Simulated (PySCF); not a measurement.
# Excited-state calculation, with input and output: C8H18F2N2W

- system: C8H18F2N2W (W(NtBu)2F2), SMILES CC(C)(C)[N]=[W]([F])([F])=[N]C(C)(C)C
- method: TDDFT CAM-B3LYP/def2-SVPD, vertical, gas phase, core orbitals frozen in the response (PySCF 2.14.0)

The geometry comes from this level: PBE0-D3(BJ)/def2-SVP. It belongs to a series of runs on one base structure; here: ligand (both): Cl to F.

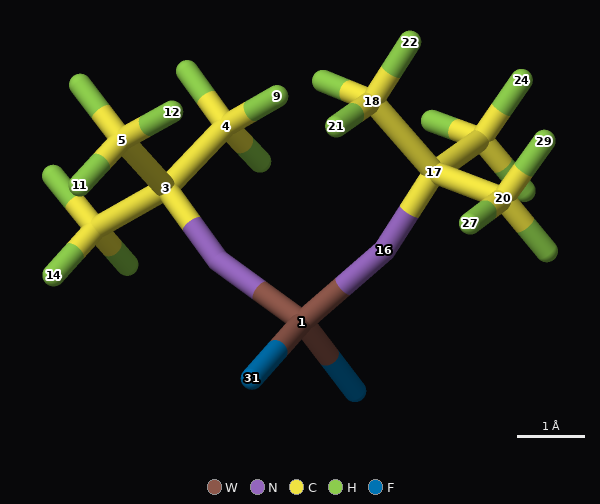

The structure as given in the input (stick view, seen at a tilt; atoms are numbered from 1 in the order of the input). Sticks mark near contacts. Bond lengths as drawn: C–C 1.53 Å, C–H 1.10 Å, C–N 1.44 Å, F–W 1.89 Å and N–W 1.74 Å.

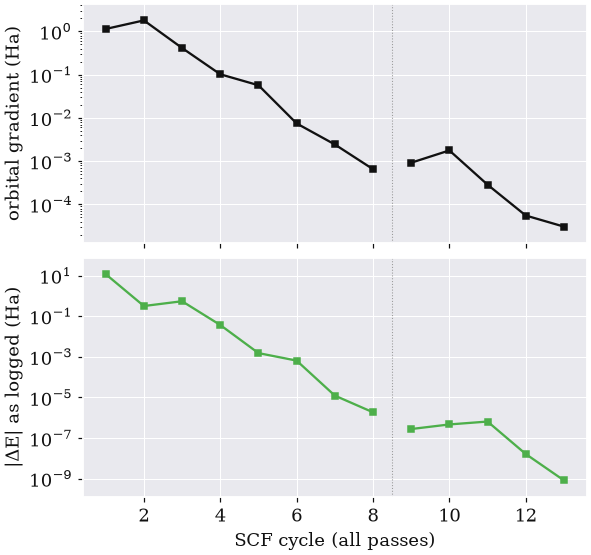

Convergence of the self-consistent field: orbital gradient and size of the energy change against the SCF cycle. The dotted line marks the change from a coarse to the final integration grid. The first 8 cycles use a coarse grid, the final grid takes over at cycle 9, and the field converges after 13 cycles in all.

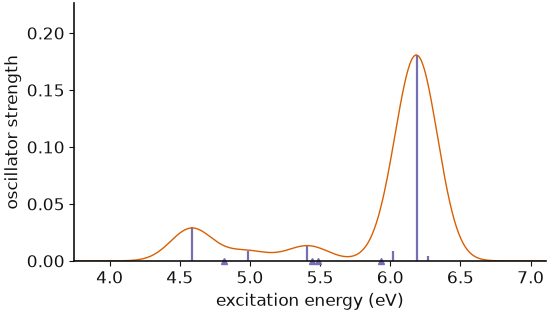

Computed excitations as sticks (degenerate states added up, dark ones marked on the axis), with a Gaussian envelope of 0.35 eV full width at half maximum, scaled to the tallest. Of the 10 states the lowest lies at 4.58 eV (f = 0.030); the strongest line is at 6.19 eV, or 200 nm (f = 0.181).

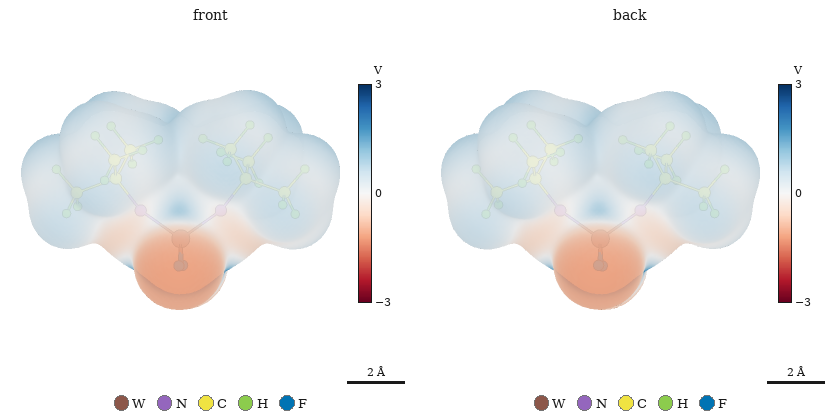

The electrostatic potential painted on the density surface at 0.002 e/bohr³, seen face on and from behind; the colour scale runs from red (negative) to blue (positive). A positive charge is drawn to the negative regions and a negative charge to the positive ones. Its dipole moment is 3.08 D.

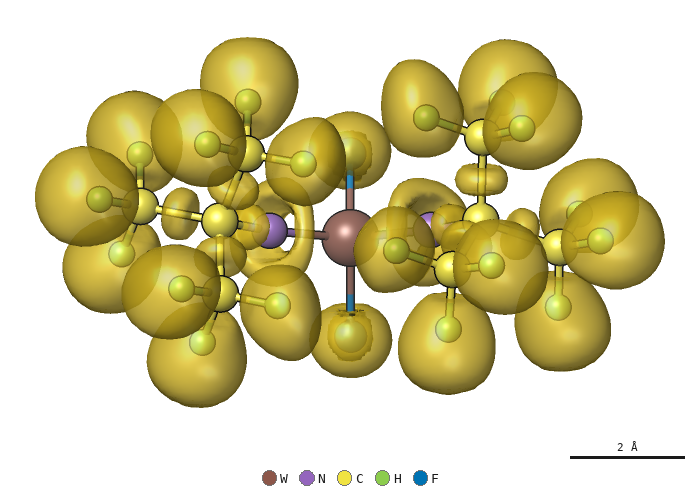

Isosurface of the ELF at 0.8 (yellow), seen from the side. Core shells and regions of very low density are left out. Along the contacts the grid gives the following. C–N (1.44 Å): the ELF peaks at about 0.95 between the atoms, which marks a shared electron pair.

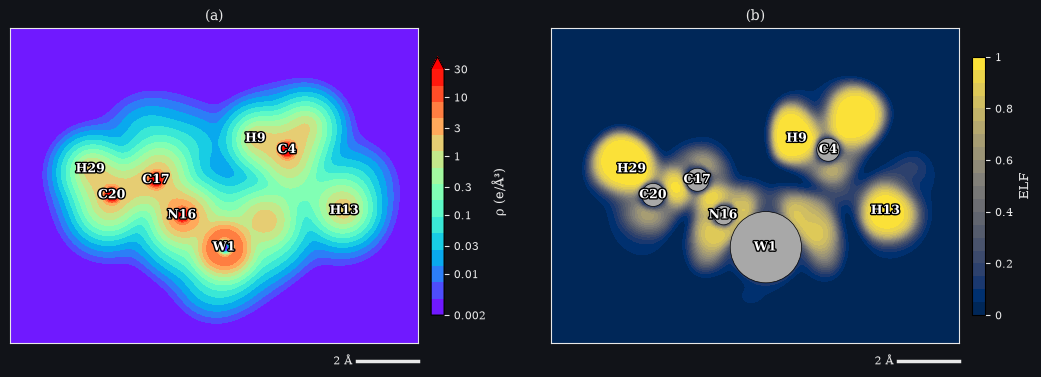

(a) electron density; (b) electron localisation function on the plane of atoms C17, C20 and H29. Grey discs, where drawn, cover atomic cores. C–C (1.53 Å): ρ at the midpoint is about 1.7 e/Å³; the ELF peaks at about 0.95 between the atoms, which marks localised, shared-pair bonding. W–N (1.74 Å): ρ is about 1.6 e/Å³ halfway; the ELF peaks at about 0.80 in the valence shell of N, 0.5 Å from its nucleus, and drops to about 0.35 between the two atoms.

These pictures come from the run below.

Input
```
{"job": {"kind": "uv", "xc": "CAM-B3LYP", "basis": "def2-SVPD", "ip": false, "nstates": 10}, "charge": 0, "multiplicity": 1}
W     -1.506608     0.216957    -1.517733
N     -1.819753     0.103482     0.192298
C     -1.649767    -0.002969     1.616628
C     -0.543856     0.952670     2.072208
C     -1.290879    -1.449850     1.966501
C     -2.980953     0.383717     2.270314
H     -0.785936     1.986726     1.785114
H     -0.424463     0.913064     3.165630
H      0.417276     0.683321     1.610836
H     -1.177970    -1.567403     3.055078
H     -2.079061    -2.135080     1.621518
H     -0.346768    -1.743309     1.484809
H     -3.252117     1.416913     2.007961
H     -3.785351    -0.281260     1.923576
H     -2.910058     0.307348     3.366168
N      0.208209     0.117929    -1.809953
C      1.629897    -0.001087    -1.626389
C      1.928082    -1.111614    -0.616066
C      2.174687     1.341105    -1.128299
C      2.244612    -0.347853    -2.986659
H      1.492750    -2.064689    -0.951338
H      3.014157    -1.246198    -0.499171
H      1.504194    -0.865977     0.368233
H      3.267506     1.293491    -1.005384
H      1.938742     2.141261    -1.845077
H      1.726593     1.606324    -0.159375
H      1.845565    -1.303678    -3.356785
H      2.006660     0.432523    -3.724148
H      3.339176    -0.432465    -2.905806
F     -2.049717     1.940740    -2.057225
F     -2.296269    -1.294858    -2.324014
```

The first line tells a small driver script what to run in PySCF; the rest is the geometry in Å.

Launch command:
```bash
OMP_NUM_THREADS=2 python <driver script> task.json out
```

Log
```
coarse grid: 115712 points
cycle   1  E = -691.1218211946  dE = -1.172e+01  |g| = 1.140e+00  |ddm| = 1.982e+01
cycle   2  E = -690.8064173436  dE =  3.154e-01  |g| = 1.799e+00  |ddm| = 8.680e+00
cycle   3  E = -691.3489471527  dE = -5.425e-01  |g| = 4.137e-01  |ddm| = 6.360e+00
cycle   4  E = -691.3855543931  dE = -3.661e-02  |g| = 1.021e-01  |ddm| = 1.427e+00
cycle   5  E = -691.3870659364  dE = -1.512e-03  |g| = 5.690e-02  |ddm| = 3.195e-01
cycle   6  E = -691.3877109075  dE = -6.450e-04  |g| = 7.450e-03  |ddm| = 1.288e-01
cycle   7  E = -691.3877231102  dE = -1.220e-05  |g| = 2.434e-03  |ddm| = 3.119e-02
cycle   8  E = -691.3877249459  dE = -1.836e-06  |g| = 6.522e-04  |ddm| = 1.128e-02
final grid: 247144 points
cycle   9  E = -691.3875510881  dE = -2.752e-07  |g| = 9.196e-04  |ddm| = 2.402e-02
cycle  10  E = -691.3875506252  dE =  4.629e-07  |g| = 1.770e-03  |ddm| = 8.203e-03
cycle  11  E = -691.3875512683  dE = -6.431e-07  |g| = 2.854e-04  |ddm| = 5.298e-03
cycle  12  E = -691.3875512845  dE = -1.619e-08  |g| = 5.529e-05  |ddm| = 6.138e-04
cycle  13  E = -691.3875512853  dE = -8.138e-10  |g| = 3.060e-05  |ddm| = 2.428e-04
converged SCF energy = -691.3875512853

Static polarisability (au): isotropic 156.231, principal 130.142 147.227 191.323

Singlet excitations
state   eV       nm        f      main configurations
  1   4.5844    270.4   0.02988   H->L 0.84
  2   4.8173    257.4   0.00035   H-1->L 0.47, H->L+2 0.46
  3   4.9829    248.8   0.00876   H->L+2 0.48, H-1->L 0.47
  4   5.4102    229.2   0.01357   H->L+1 0.59, H-1->L+2 0.21, H->L+4 0.09
  5   5.4428    227.8   0.00015   H-2->L 0.89
  6   5.4863    226.0   0.00020   H->L+3 0.81, H-3->L+2 0.09
  7   5.9319    209.0   0.00017   H-3->L 0.52, H-1->L+3 0.20, H-2->L+2 0.12
  8   6.0198    206.0   0.00877   H-1->L+1 0.76, H-1->L+4 0.12
  9   6.1880    200.4   0.18079   H-1->L+2 0.56, H->L+1 0.18, H->L 0.09
 10   6.2717    197.7   0.00440   H->L+5 0.53, H-2->L+2 0.14, H->L+6 0.12

Triplet excitations (Tamm-Dancoff, eV): 3.9968 4.4845 4.7313 4.7609
```

Key numbers

```json
{"quantity": "outcome", "value": "converged"}
{"quantity": "total energy", "value": "−691.387551 hartree"}
{"quantity": "HOMO", "value": "−8.48 eV"}
{"quantity": "LUMO", "value": "−0.18 eV"}
{"quantity": "dipole moment", "value": "3.08 D"}
{"quantity": "mean polarisability", "value": "156.23 a.u."}
{"quantity": "lowest singlet excitation", "value": "4.58 eV"}
{"quantity": "hardware", "value": "2 CPU threads, shared host"}
{"quantity": "wall time", "value": "5.4 min (CPU time 12 min)"}
{"quantity": "peak memory", "value": "4.3 GiB"}
```

Remarks

Spin–orbit coupling is left out, which matters for the heavy atoms.
